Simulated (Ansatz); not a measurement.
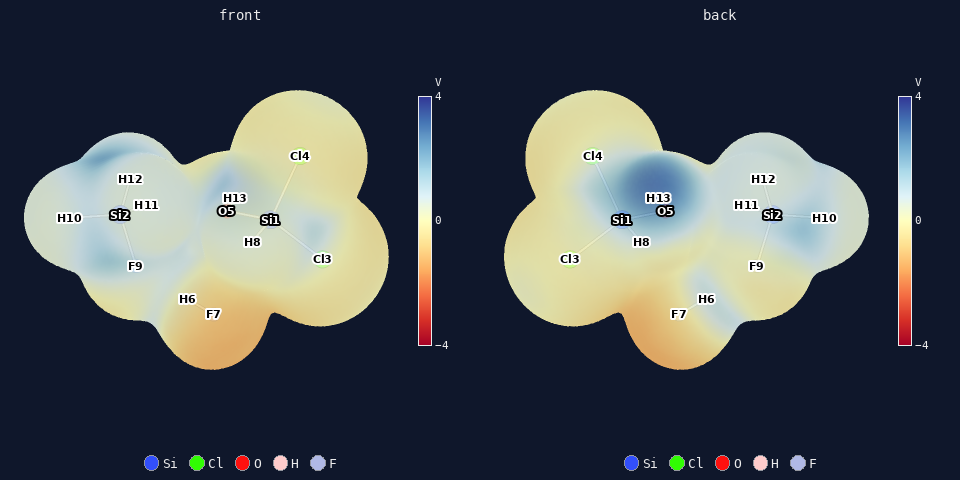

Figure 1: Cl2H2OSi···FH3Si···HF. The molecular electrostatic potential painted on the density surface at 0.002 e/bohr³, seen from the front and from behind; red is negative and blue positive.

The reactant side of a reaction path; geometry: PBE0-D4/def2-TZVP.

Method: Ansatz, RKS PBE0-D4/def2-TZVPP.

```
atom    x (Å)    y (Å)    z (Å)
  Si   0.3148   1.8550  -0.8000
  Si   0.3756  -1.8865   1.2904
  Cl  -1.0907   2.8321  -1.8973
  Cl   1.5279   3.2772   0.0347
   O  -0.3727   0.9667   0.3849
   H  -1.1041  -1.1142  -1.2718
   F  -1.0858  -0.6568  -2.0817
   H   1.1289   0.9599  -1.6233
   F  -0.8319  -2.0087   0.2175
   H   0.6895  -3.2743   1.7019
   H   1.5345  -1.2624   0.6204
   H  -0.1047  -1.0982   2.4440
   H  -0.9813   1.4101   0.9804
```

Which sites attract a positive test charge, and which a negative one?

Answer. A positive charge is drawn to the negative regions and a negative charge to the positive ones. The most negative region (about −1.4 V) lies over F7, the most positive (about +3.1 V) over H13. Cl3 shows a σ-hole: about +0.2 V at the tip opposite its bond, against about −0.4 V on its flanks. Cl4 shows a σ-hole: about +0.2 V at the tip opposite its bond, against about −0.2 V on its flanks.
